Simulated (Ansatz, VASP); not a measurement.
**CuI (Marshite) in two plane-wave programs**

Aim: how closely do two programs agree when they are given the same cell, functional and k mesh? Valence electrons are named where the data sets of a main pair hold unlike numbers.

Calculated with Ansatz 0.2.0; plane waves, with VASP 6.6.1 beside it; band structure at PBE.

The database entry behind the starting cell differs from later determinations by our own check (about 0.15 % long (mineral sample)), so it need not match the best structure at ambient conditions.

### Step 1. The structure

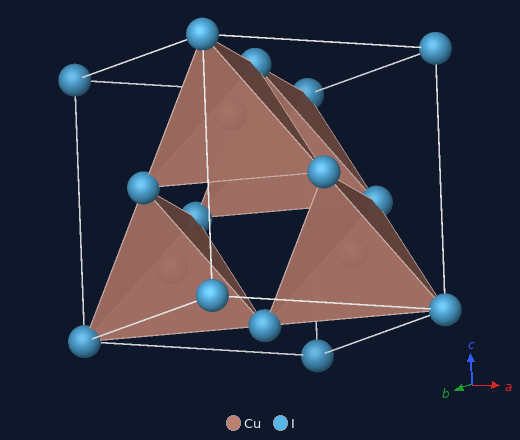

The cell as given, from a free direction (copper pink, iodine blue). This picture shows the conventional cell, with its axes. Bonds to atoms that aren't drawn are left out. Some periodic images of atoms are drawn too.

### Step 2. VASP: band structure, PBE

Levels along a path test the potential and the projectors away from the mesh points.

Lines of VASP's logs that name or quote its potential files are left out, and so is its time.

INCAR

```
SYSTEM = CuI
PREC = Accurate
ENCUT = 440
EDIFF = 1E-08
NELM = 100
ISMEAR = 0
SIGMA = 0.01
LREAL = .FALSE.
ALGO = Normal
GGA = PE
NBANDS = 15
LASPH = .TRUE.
LORBIT = 11
LWAVE = .TRUE.
LCHARG = .FALSE.
KPAR = 8
```

POSCAR

```
CuI
1.0
    0.0000000000      3.0315000000      3.0315000000
    3.0315000000      0.0000000000      3.0315000000
    3.0315000000      3.0315000000      0.0000000000
Cu I
1 1
Direct
    0.2500000000      0.2500000000      0.2500000000
    0.0000000000      0.0000000000      0.0000000000
```

KPOINTS

```
Automatic mesh
0
Gamma
6 6 6
0 0 0
```

KPOINTS_OPT

```
Line mode
12
Line-mode
Reciprocal
  0.00000000   0.00000000   0.00000000 GAMMA
  0.50000000   0.00000000   0.50000000 X

  0.50000000   0.00000000   0.50000000 X
  0.50000000   0.25000000   0.75000000 W

  0.50000000   0.25000000   0.75000000 W
  0.37500000   0.37500000   0.75000000 K

  0.37500000   0.37500000   0.75000000 K
  0.00000000   0.00000000   0.00000000 GAMMA

  0.00000000   0.00000000   0.00000000 GAMMA
  0.50000000   0.50000000   0.50000000 L

  0.50000000   0.50000000   0.50000000 L
  0.62500000   0.25000000   0.62500000 U

  0.62500000   0.25000000   0.62500000 U
  0.50000000   0.25000000   0.75000000 W

  0.50000000   0.25000000   0.75000000 W
  0.50000000   0.50000000   0.50000000 L

  0.50000000   0.50000000   0.50000000 L
  0.37500000   0.37500000   0.75000000 K

  0.62500000   0.25000000   0.62500000 U
  0.50000000   0.00000000   0.50000000 X
```

Potentials, in the order of the species: Cu_GW and I_GW (PBE family, release 64).

Command:

```sh
$ mpirun -np 8 vasp_std
```

Numbers of over 12 decimals in the logs are rounded to 6 here.

What it wrote:

```text
[banner, memory and clock lines left out]
running    8 mpi-ranks, on    1 nodes
 distrk:  each k-point on    1 cores,    8 groups
 distr:  one band on    1 cores,    1 groups

 POSCAR found type information on POSCAR CuI
 POSCAR found :  2 types and       2 ions
|                                                                             |
|           W    W    AA    RRRRR   N    N  II  N    N   GGGG   !!!           |
|           W    W   A  A   R    R  NN   N  II  NN   N  G    G  !!!           |
|           W    W  A    A  R    R  N N  N  II  N N  N  G       !!!           |
|           W WW W  AAAAAA  RRRRR   N  N N  II  N  N N  G  GGG   !            |
|           WW  WW  A    A  R   R   N   NN  II  N   NN  G    G                |
|           W    W  A    A  R    R  N    N  II  N    N   GGGG   !!!           |
|                                                                             |
|     For optimal performance we recommend to set                             |
|       NCORE = 2 up to number-of-cores-per-socket                            |
|     NCORE specifies how many cores store one orbital (NPAR=cpu/NCORE).      |
|     This setting can greatly improve the performance of VASP for DFT.       |
|     The default, NCORE=1 might be grossly inefficient on modern             |
|     multi-core architectures or massively parallel machines. Do your        |
|     Unfortunately you need to use the default for GW and RPA                |
|     calculations (for HF NCORE is supported but not extensively tested      |
|     yet).                                                                   |
|                                                                             |

 LDA part: xc-table for (Slater+PW92), standard interpolation
 POSCAR, INCAR and KPOINTS ok, starting setup
 FFT: planning ... GRIDC
 FFT: planning ... GRID_SOFT
 FFT: planning ... GRID
 WAVECAR not read
 entering main loop
       N       E                     dE             d eps       ncg     rms          rms(c)
DAV:   1     0.107926617835E+03    0.10793E+03   -0.72859E+03   480   0.943E+02
DAV:   2    -0.100132386225E+01   -0.10893E+03   -0.95192E+02   558   0.255E+02
DAV:   3    -0.562681725397E+01   -0.46255E+01   -0.45682E+01   620   0.526E+01
DAV:   4    -0.577891586424E+01   -0.15210E+00   -0.15202E+00   719   0.107E+01
DAV:   5    -0.578174157954E+01   -0.28257E-02   -0.28257E-02   628   0.125E+00    0.385E+00
DAV:   6    -0.572556592898E+01    0.56176E-01   -0.27892E+00   531   0.320E+01    0.593E+00
DAV:   7    -0.557791851761E+01    0.14765E+00   -0.56608E-01   537   0.179E+01    0.187E+00
DAV:   8    -0.557807936587E+01   -0.16085E-03   -0.79205E-02   650   0.435E+00    0.473E-01
DAV:   9    -0.557522299114E+01    0.28564E-02   -0.18073E-02   644   0.263E+00    0.637E-02
DAV:  10    -0.557531796774E+01   -0.94977E-04   -0.92517E-04   620   0.365E-01    0.209E-02
DAV:  11    -0.557535579970E+01   -0.37832E-04   -0.52676E-05   624   0.622E-02    0.909E-03
DAV:  12    -0.557535885017E+01   -0.30505E-05   -0.65399E-06   631   0.215E-02    0.591E-03
DAV:  13    -0.557535884857E+01    0.16021E-08   -0.16274E-06   748   0.173E-02    0.144E-03
DAV:  14    -0.557535881545E+01    0.33119E-07   -0.32541E-07   592   0.382E-03    0.726E-04
DAV:  15    -0.557535889502E+01   -0.79564E-07   -0.24771E-08   565   0.282E-03    0.240E-04
DAV:  16    -0.557535892029E+01   -0.25277E-07   -0.87836E-09   457   0.103E-03    0.757E-05
DAV:  17    -0.557535891790E+01    0.23902E-08   -0.18536E-09   352   0.754E-04
   1 F= -.55753589E+01 E0= -.55753589E+01  d E =-.958406E-14
 Start KPOINTS_OPT (optional k-point list driver)
k-point batch [1-16\120]
       N       E                     dE             ncg
DAV:   1     0.190510277168E+04   -0.40630E+04      480
DAV:   2     0.172196348554E+03   -0.17329E+04      551
DAV:   3     0.965272374995E+02   -0.75669E+02      648
DAV:   4     0.939118074963E+02   -0.26154E+01      759
DAV:   5     0.938827701051E+02   -0.29037E-01      648
DAV:   6     0.938819032113E+02   -0.86689E-03      763
DAV:   7     0.938818940543E+02   -0.91570E-05      687
DAV:   8     0.938818936950E+02   -0.35930E-06      758
DAV:   9     0.938818936911E+02   -0.38704E-08      543
[...]
k-point batch [113-120\120]
       N       E                     dE             ncg
DAV:   1     0.543358038517E+04   -0.34612E+04      248
DAV:   2     0.462666471898E+04   -0.80692E+03      261
DAV:   3     0.459674174695E+04   -0.29923E+02      345
DAV:   4     0.459565428551E+04   -0.10875E+01      362
DAV:   5     0.459564383829E+04   -0.10447E-01      331
DAV:   6     0.459564356983E+04   -0.26845E-03      367
DAV:   7     0.459564356643E+04   -0.34011E-05      331
DAV:   8     0.459564356630E+04   -0.13056E-06      374
DAV:   9     0.459564356630E+04   -0.11387E-08      274
 writing wavefunctions
```

From OUTCAR (step 2):

```text
ion  position               nearest neighbor table
   1  0.250  0.250  0.250-   2 2.63   2 2.63   2 2.63   2 2.63
   2  0.000  0.000  0.000-   1 2.63   1 2.63   1 2.63   1 2.63

  LATTYP: Found a face centered cubic cell.
 ALAT       =     6.0630000000

 Subroutine GETGRP returns: Found 24 space group operations
 (whereof 24 operations were pure point group operations)

The static configuration has the point symmetry T_d .

 Found     16 irreducible k-points:

   k-points           NKPTS =     16   k-points in BZ     NKDIM =     16   number of bands    NBANDS=     15

   dimension x,y,z NGX =    30 NGY =   30 NGZ =   30
   dimension x,y,z NGXF=    60 NGYF=   60 NGZF=   60

   ENCUT  =  440.0 eV  32.34 Ry    5.69 a.u.   7.33  7.33  7.33*2*pi/ulx,y,z

   NELECT =      18.0000    total number of electrons

 k-points in reciprocal lattice and weights: Automatic mesh
   0.00000000  0.00000000  0.00000000       0.005
   0.16666667  0.00000000  0.00000000       0.037
   0.33333333  0.00000000  0.00000000       0.037
   0.50000000  0.00000000  0.00000000       0.019
   0.16666667  0.16666667  0.00000000       0.028
   0.33333333  0.16666667  0.00000000       0.111
   0.50000000  0.16666667  0.00000000       0.111
  -0.33333333  0.16666667  0.00000000       0.111
  -0.16666667  0.16666667  0.00000000       0.056
[...]
-0.33333333  0.33333333  0.16666667       0.111
  -0.33333333  0.50000000  0.16666667       0.056

 average (electrostatic) potential at core
       1 -54.6275       2 -92.8077

 E-fermi :   4.0126

 k-point     1 :       0.0000    0.0000    0.0000
  band No.  band energies     occupation
    ...
      5       2.1170      2.00000
      6       2.1170      2.00000
      7       3.9648      2.00000
      8       3.9648      2.00000
      9       3.9648      2.00000
     10       5.0771      0.00000
     11       8.8508      0.00000
     12       8.8508      0.00000
     13       8.8508      0.00000
     14      12.1308      0.00000
    ...

 k-point     2 :       0.1667    0.0000    0.0000
  band No.  band energies     occupation
    ...
      5       2.1081      2.00000
      6       2.1081      2.00000
      7       3.0977      2.00000
      8       3.7721      2.00000
      9       3.7721      2.00000
     10       6.0094      0.00000
     11       8.8446      0.00000
     12       9.1983      0.00000
     13       9.1983      0.00000
     14      12.7869      0.00000
    ...

 k-point     3 :       0.3333    0.0000    0.0000
  band No.  band energies     occupation
    ...
      5       2.1189      2.00000
      6       2.1189      2.00000
      7       2.4114      2.00000
      8       3.4260      2.00000
      9       3.4260      2.00000
     10       6.1943      0.00000
     11       9.4570      0.00000
     12       9.4570      0.00000
     13      10.3788      0.00000
     14      12.6177      0.00000
    ...

  Total        0.0089847      0.0089847      0.0089847     -0.0000000      0.0000000      0.0000000
  in kB        0.2583504      0.2583504      0.2583504     -0.0000000      0.0000000      0.0000000
  external PRESSURE =       0.2583504 kB  Pullay stress =       0.0000000 kB

  energy-cutoff  :      440.00
  volume of cell :       55.72
      direct lattice vectors                 reciprocal lattice vectors
     0.000000000  3.031500000  3.031500000    -0.164934851  0.164934851  0.164934851
     3.031500000  0.000000000  3.031500000     0.164934851 -0.164934851  0.164934851
     3.031500000  3.031500000  0.000000000     0.164934851  0.164934851 -0.164934851

 POSITION                                       TOTAL-FORCE (eV/Angst)
 -----------------------------------------------------------------------------------
      1.51575      1.51575      1.51575         0.000000     -0.000000      0.000000
      0.00000      0.00000      0.00000        -0.000000      0.000000     -0.000000
 -----------------------------------------------------------------------------------
    total drift:                                0.000002      0.000002      0.000002

  FREE ENERGIE OF THE ION-ELECTRON SYSTEM (eV)
  ---------------------------------------------------
  free  energy   TOTEN  =        -5.5753589179 eV

  energy  without entropy=       -5.5753589179  energy(sigma->0) =       -5.57535892

 total charge
# of ion       s       p       d       f       tot
--------------------------------------------------
    1        0.323   0.258   9.274   0.004   9.859
    2        1.595   3.095   0.069   0.000   4.759
--------------------------------------------------
tot          1.917   3.354   9.343   0.004  14.618

[... 3 further parts left out ...]
```

The run ends at a pressure of 0.03 GPa.

### Step 3. Ansatz: band structure, PBE

Ansatz runs on its default PAW (the set named soft_2) files.

The same cell, functional, mesh and smearing now go to Ansatz, which takes its cutoff from its data sets.

input.yaml

```yaml
crystal:
  lattice:
    - [0.0, 3.0315, 3.0315]
    - [3.0315, 0.0, 3.0315]
    - [3.0315, 3.0315, 0.0]
  atoms:
    - { symbol: Cu, position: [0.25, 0.25, 0.25] }
    - { symbol: I, position: [0.0, 0.0, 0.0] }
hamiltonian:
  xc: pbe
  pseudopotentials: { kind: paw }
kpoints:
  mp_grid: { grid: [6, 6, 6] }
  band_path:
    path:
      - [0.0, 0.0, 0.0]
      - [0.18182, 0.0, 0.18182]
      - [0.36364, 0.0, 0.36364]
      - [0.5, 0.0, 0.5]
      - [0.5, 0.09091, 0.59091]
      - [0.5, 0.18182, 0.68182]
      - [0.5, 0.25, 0.75]
      - [0.45455, 0.29545, 0.75]
      - [0.40909, 0.34091, 0.75]
      - [0.375, 0.375, 0.75]
      - [0.20455, 0.20455, 0.40909]
      - [0.06818, 0.06818, 0.13636]
      - [0.04545, 0.04545, 0.04545]
      - [0.22727, 0.22727, 0.22727]
      - [0.40909, 0.40909, 0.40909]
      - [0.51136, 0.47727, 0.51136]
      - [0.55682, 0.38636, 0.55682]
      - [0.60227, 0.29545, 0.60227]
      - [0.61364, 0.25, 0.63636]
      - [0.56818, 0.25, 0.68182]
      - [0.51136, 0.25, 0.73864]
      - [0.5, 0.29545, 0.70455]
      - [0.5, 0.38636, 0.61364]
      - [0.5, 0.47727, 0.52273]
      - [0.47727, 0.47727, 0.54545]
      - [0.43182, 0.43182, 0.63636]
      - [0.38636, 0.38636, 0.72727]
      - [0.60227, 0.20455, 0.60227]
      - [0.55682, 0.11364, 0.55682]
      - [0.5, 0.0, 0.5]
    npoints: 1
scf:
  occupations: { method: gaussian, width: 0.01 }
  n_extra_bands: 7
output:
  forces: true
  stress: true
  eigenvalues: true
  write_density: true
  write_potential: true
  elf: true
  volumetric_format: npy
```

Command:

```sh
$ ansatz run input.yaml --threads 2 --pin off --max-ram 4608MiB --backend cpu --events-out ev --progress --plain --runs-dir out
```

What it wrote:

```text
scf.n_extra_bands = 7 over 18 filled bands (N_el = 36.0): the run solves 25 bands
Engine: ansatz 0.2.0, aarch64-unknown-linux-gnu
Pseudopotentials: kind: paw
Pseudopotential: Cu, paw, valence charge 19, recommended cutoff 420 eV (normal), Cu.paw.azcp
Pseudopotential: I, paw, valence charge 17, recommended cutoff 420 eV (normal), I.paw.azcp
Functional definition: PBE
  parameter kappa = 0.804
  parameter beta = 0.066725
  exchange = pbe_x(kappa = kappa, mu = beta*pi^2/3)
  correlation = pbe_c(beta = beta)
Crystal: 2 atoms, lattice volume = 55.719 Å³
Basis set: ecut = 420 eV, 1067 PW (Γ), exchange–correlation on 60×60×60 points (8 copies of the dense FFT grid, shifted against one another)
Bands: 25, of which v1, the nominal top of the filled ones, is band 18 counted from 1 (17 counted from 0)
Symmetry: 24 space group operations
Space group: F-43m (ITA 216), of the structure as read, at distance tolerance 3.8e-5 Å
k-points: 16 of 216 (time reversal used)
Non-local potential: Cu, projectors of the file, l = 0: 3, l = 1: 2, l = 2: 3, l = 3: 1
Non-local potential: I, projectors of the file, l = 0: 2, l = 1: 2, l = 2: 2, l = 3: 2
PAW form: soft (Blöchl's): semilocal exchange-correlation on the pseudo side does not see the compensation charge
PAW one-centre angular grid: Cu, 590 points (default); XC on 64 Gauss nodes
PAW one-centre angular grid: I, 590 points (default); XC on 64 Gauss nodes
Initial density: superposition of atomic densities (neutral atoms: chi_scale 0, normalization atom), corrected by the library's trained network
Initial wavefunctions: pseudopotential atomic-orbital guess
Functional: x = pbe(κ = 0.804, μ = 0.219515), c = pbe(β = 0.066725)
SCF iter   1: F=—  HF=-14138.363740 eV  |F-HF|=—  |Δ(HF+E_count)|=         —  Δρ=1.31e-3  dr2=7.34e-4  ethr=1.77e-3  ⟨swp⟩=6.2  Hψ=1997  notcnv=0  defer=1
preconditioner: auto → none  [insulator: Δε(μ)=1.133 eV  Ē_g=11.113 eV  σ=0.010 eV  W_gap=1.00  n_scr=14 (ndim 8)  ℏωp=21.1 eV  f_vac=0.179  D(μ)=0.00/eV (n_scr^D=0)  ε∞_Penn≈4.6]
SCF iter   2: F=—  HF=-14138.363944 eV  |F-HF|=—  |Δ(HF+E_count)|=   2.05e-4  Δρ=2.25e-3  dr2=1.76e-3  ethr=2.04e-6  ⟨swp⟩=3.1  Hψ=1018  notcnv=0  defer=38
SCF iter   3: F=—  HF=-14138.363552 eV  |F-HF|=—  |Δ(HF+E_count)|=   3.93e-4  Δρ=1.95e-4  dr2=1.59e-5  ethr=2.04e-6  ⟨swp⟩=2.1  Hψ=699  notcnv=0  defer=38
SCF iter   4: F=—  HF=-14138.363589 eV  |F-HF|=—  |Δ(HF+E_count)|=   3.70e-5  Δρ=6.51e-5  dr2=1.41e-6  ethr=4.41e-8  ⟨swp⟩=2.0  Hψ=564  notcnv=0  defer=38
SCF iter   5: F=—  HF=-14138.363596 eV  |F-HF|=—  |Δ(HF+E_count)|=   7.08e-6  Δρ=2.21e-5  dr2=2.77e-7  ethr=3.92e-9  ⟨swp⟩=2.2  Hψ=530  notcnv=0  defer=38
SCF iter   6: F=-14138.363596 eV  HF=-14138.363596 eV  |F-HF|=8.91e-9  |Δ(HF+E_count)|=   5.14e-7  Δρ=4.05e-6  dr2=5.97e-9  ethr=2.78e-10  ⟨swp⟩=13.4  Hψ=3175  notcnv=0
SCF 1 converged in 6 iterations: F = -14138.363596 eV  dr2 = 5.97e-9
  greatest PAW one-centre occupation: 1.000 electrons in one spin orbital (limit 2), on the Cu atom at site 0 (counted from 0), in its partial waves of l = 0
NSCF: frozen V_eff on 30 k-points
SCF converged after 6 iterations
Free energy (F): -14138.363596 eV
Harris-Foulkes:  -14138.363596 eV  (|F-HF|=8.91e-9)
Internal energy: -14138.363596 eV  (E = F + TS)
E sigma→0 (E₀):  -14138.363596 eV
Fermi energy:    8.717882 eV
--- Per-component energies (eV) ---
  E_band       = -867.419249
  E_kinetic    = 489.442118
  E_local      = -7622.648997  (includes V_loc(G=0)·N_el)
  E_nonlocal   = 313.655532
  E_hartree    = 3542.939385
  E_xc         = -215.247120
  E_vxc        = -241.058067  (∫ρ·V_xc dr)
  E_paw        = -6492.373361  (= ΣΔE_a)
  E_vpaw       = -892.684966  (= ΣTr[D̂ρ^β])
  E_aug_tail   = 0.000298  (compensation charges beyond the density's cutoff)
  E_ewald      = -4154.131452
  E_smearing   = -0.000000  (= −TS)
  E_closure    = 0.000000  (closes the sum)
  Σ components = -14138.363596   (vs F -14138.363596, Δ=0.00e0)
--- Forces (eV/Å), atoms counted from 1 ---
  atom   1  Cu    -0.00000000     0.00000000     0.00000000
  atom   2  I      0.00000000    -0.00000000     0.00000000
  max |Σ_I F_I| component: 1.16e-17 eV/Å
--- Stress (GPa, compression-positive) ---
        0.333297       0.000000       0.000000
        0.000000       0.333297       0.000000
       -0.000000       0.000000       0.333297
  P = ⅓ Tr σ = 0.3333 GPa (3.333 kbar)
--- Band table (eV; the first three rows and the last of 16) ---
  k-point 0: bands = [... 14 lower, 6.3085, 8.1574, 8.1574, 8.1574, 9.2782, 13.0325, 13.0325, 13.0325, ... 3 higher]
  k-point 1: bands = [... 14 lower, 6.2996, 7.2909, 7.9641, 7.9641, 10.2071, 13.0300, 13.3802, 13.3802, ... 3 higher]
  k-point 2: bands = [... 14 lower, 6.3106, 6.6040, 7.6174, 7.6174, 10.3875, 13.6406, 13.6406, 14.5711, ... 3 higher]
  k-point 15: bands = [... 14 lower, 6.2660, 6.3912, 6.5815, 6.8618, 12.0145, 12.0595, 15.2502, 15.3168, ... 3 higher]
```

Elapsed: 2.8 s, on 2 threads of Arm Neoverse V2, shared host; peak memory 0.32 GiB.

In the SCF lines HF is the Harris–Foulkes energy and dr2 the Hartree energy of the density residual, in eV; the loop may stop once dr2 is under the threshold and the program's other checks hold. Hψ counts applications of the Hamiltonian.

### Step 4. Differences

Known differences besides the potentials themselves: the data sets hold 36 valence electrons in Ansatz (on its default PAW (the set named soft_2) files) and 18 in VASP; the cutoff is 420 eV in Ansatz and 440 eV in VASP. Total energies have different zeros and are not compared.

Both answers:

```
                     quantity  Ansatz   VASP  difference
gap over the path points (eV)   1.121  1.112      +0.008
```

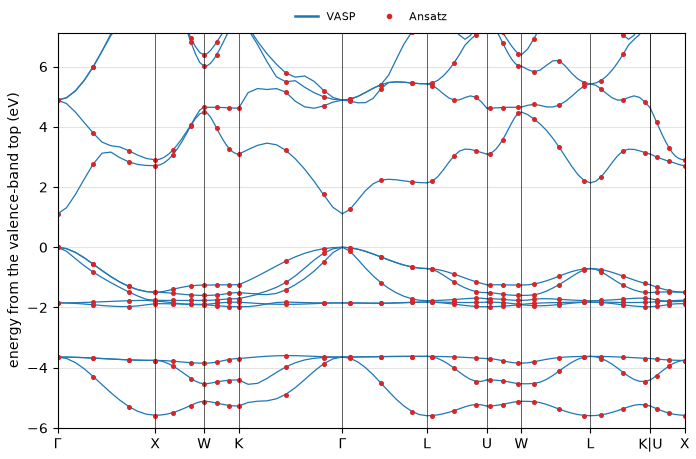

Bands from VASP (lines) and levels from Ansatz (dots). Dots without a line are higher empty bands that the VASP plot leaves out.

Levels at points of the path, from each program's valence-band top (eV; 4 filled, then empty):

```
k (reciprocal lattice)                                  Ansatz                                    VASP
     0.000 0.000 0.000     -1.85 0.00 0.00 0.00 1.12 4.88 4.88     -1.85 0.00 0.00 0.00 1.11 4.89 4.89
     0.182 0.000 0.182  -1.82 -0.82 -0.56 -0.56 2.76 3.79 5.98  -1.82 -0.82 -0.56 -0.56 2.76 3.79 5.99
     0.364 0.000 0.364  -1.78 -1.48 -1.30 -1.30 2.83 3.20 7.94  -1.78 -1.48 -1.30 -1.30 2.84 3.21 7.94
     0.500 0.000 0.500  -1.79 -1.76 -1.50 -1.50 2.71 2.90 9.17  -1.79 -1.76 -1.49 -1.49 2.71 2.90 9.17
     0.500 0.091 0.591  -1.85 -1.77 -1.53 -1.39 3.08 3.23 8.30  -1.85 -1.77 -1.53 -1.39 3.08 3.24 8.30
     0.500 0.182 0.682  -1.89 -1.77 -1.58 -1.28 4.04 4.05 6.81  -1.89 -1.77 -1.58 -1.28 4.04 4.06 6.82
     0.500 0.250 0.750  -1.90 -1.77 -1.60 -1.26 4.48 4.65 6.01  -1.90 -1.76 -1.60 -1.26 4.49 4.66 6.01
     0.455 0.295 0.750  -1.86 -1.75 -1.58 -1.25 3.94 4.64 6.40  -1.86 -1.75 -1.58 -1.25 3.95 4.65 6.40
     0.409 0.341 0.750  -1.83 -1.72 -1.53 -1.25 3.27 4.62 7.21  -1.83 -1.72 -1.53 -1.25 3.27 4.63 7.22
     0.375 0.375 0.750  -1.82 -1.71 -1.50 -1.25 3.09 4.62 7.54  -1.82 -1.71 -1.50 -1.24 3.09 4.62 7.55
```

Among the levels compared at these points, filled levels agree within 2 meV and empty ones within 11 meV. Not compared: the pressure (VASP's GW data sets at this cutoff don't carry it).

### Step 5. Summary of results

```yaml
largest_difference_of_a_filled_level_at_the_path_points_band_structure_pbe: 2 meV
```

**Reading.** The largest difference of a filled level at the path points is 2 meV (band structure, PBE), within the 80 meV picked in this series as the mark of a large difference. The data sets hold unlike numbers of valence electrons (36 in Ansatz and 18 in VASP), so part of the differences comes from the potentials. Such differences can come from data sets, numerical settings and the points named under the comparisons, not from the functional's error against experiment.

[Lines on the potential files, build, host, timing and source positions are cut from VASP's logs without a mark.]

[Logs are printed without paths, hosts, clocks, repeated set-up lines and the standing remarks that a program may print on its own settings, such as how far it seeks lower states.]

[Hosts, paths, dates, database ids (printed as entryN), source tags and the programs' standing remarks are cut or masked in the printed files.]
